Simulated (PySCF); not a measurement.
C6H8NOSi (SMILES [H]/N=C\c1[c]cc([SiH2]C)o1) (doublet)

Input

```
{"job": {"kind": "epr", "basis": "pcH-1"}, "charge": 0, "multiplicity": 2}
C     -3.046140     0.287316    -0.602576
Si    -1.862546    -1.067742     0.002711
C     -0.195839    -0.282026     0.387741
C      0.227194     0.532884     1.417658
C      1.566260     0.781094     1.150691
C      1.918974     0.126457    -0.007708
C      3.177095     0.064546    -0.701587
N      4.253906     0.624048    -0.350920
O      0.819163    -0.528284    -0.470617
H     -3.144591     1.084719     0.129253
H     -4.037027    -0.118252    -0.782985
H     -2.699152     0.734783    -1.530344
H     -1.620546    -2.077806    -1.029072
H     -2.363951    -1.670324     1.243090
H     -0.366318     0.883496     2.235184
H      3.189036    -0.522954    -1.614710
H      4.177483     1.160075     0.514282
```

Run with:

```sh
OMP_NUM_THREADS=1 python probes_run.py task.json out
```

Geometry: GFN2-xTB.

Method: PySCF, UKS B3LYP, pcH-1 on C H N O Si, non-relativistic, mean-field spin-orbit, GIAO.

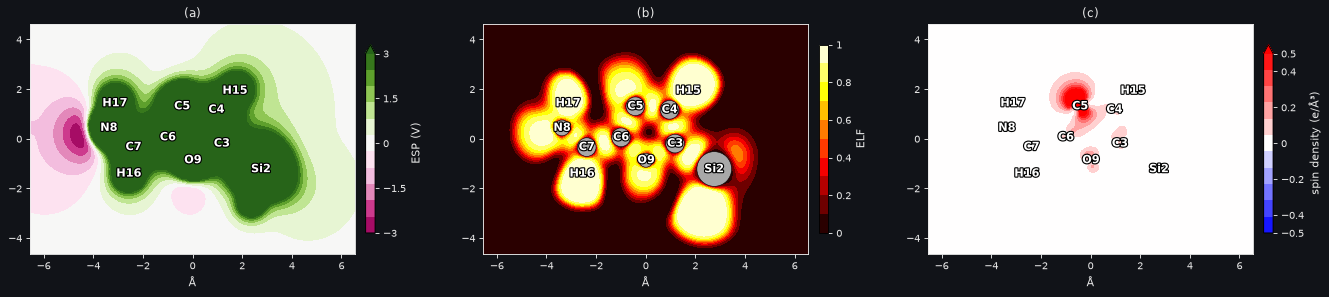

Figure 1. (a) electrostatic potential; (b) ELF; (c) spin density (α minus β) on the plane of atoms C7, N8 and H17. Grey discs cover the atomic cores in the ELF map.

### Describe what can be read from this map.

The section cuts through Si, C, N, O and H sites.
C–N (1.26 Å): the ELF peaks at about 0.90 between the atoms; a short, multiple covalent bond.
C–O (1.35 Å): the ELF peaks at about 0.90 between the atoms (a polar covalent bond).
C–C (1.38 Å): the ELF peaks at about 0.95 between the atoms, as expected for localised, covalent bonding.
C–Si (1.88 Å): the ELF peaks at about 1 between the atoms; a covalent bond.
N–H (1.02 Å): the ELF climbs to about 1 towards the hydrogen, as it does in any bond to H; a covalent bond by its length.
The ELF also peaks beside O9, N8 and C5, away from the bonds: non-bonding electrons, paired or unpaired.
The unpaired spin (1 electron) lies mostly on C5 (about 0.8), in electrons by Hirshfeld's partition.
Outside the dense part of the molecule the potential is most negative (−2.9 V) near N8.

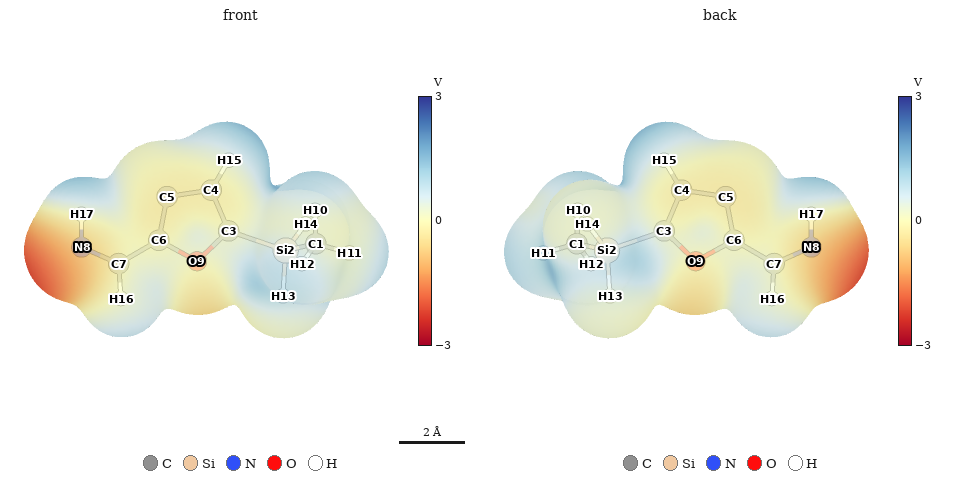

Figure 2. The molecular electrostatic potential painted on the density surface at 0.002 e/bohr³, seen from the front and from behind; red is negative and blue positive.

### Where is the surface potential most negative and most positive?

The most negative region (about −2.0 V) lies over N8, the most positive (about +1.6 V) over Si2. N8 is the likeliest acceptor of a hydrogen bond.
